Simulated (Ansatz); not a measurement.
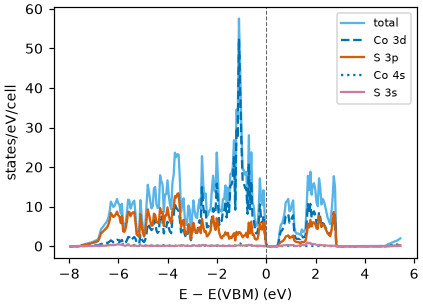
*Total and projected density of states of Co3S4 in space group Fd-3m (No. 227; Co on 16d, Co on 8a, S on 32e), DFT-r²SCAN in the program Ansatz with PAW potentials*

Task: Which orbitals carry the states next to the gap?

Result: Top 1 eV of the valence band: Co 3d 70 %, S 3p 26 %. Bottom 1 eV of the conduction band: Co 3d 67 %, S 3p 24 %, outside the projected shells 6 %. Projections are on Löwdin-orthogonalised atomic valence shells; empty p or d shells of many metals are not among them.

Task: Where is the tallest occupied peak in this window, and what makes it?

Result: Near -1.1 eV, about 58 states/eV per cell; the largest projected share is Co 3d.

The workflow started from a Materials Project entry (that database holds measured and hypothetical structures alike); the Crystallography Open Database files this formula in space group No. 227, but the cells were not matched. Its standing as an ambient phase is unchecked. The cell was relaxed with r²SCAN under the symmetry of its start, as lowered by the spin order; its stability against distortions is not shown here. Magnetic state: antiferromagnetic, chosen from 2 collinear starts compared on coarse meshes (ties went to the first, and starts can fall back to one state), not a proven ground state. Other orbital occupations within this spin state were not tried. No Hubbard U is applied.

Potentials: the earlier of the program's two PAW sets.
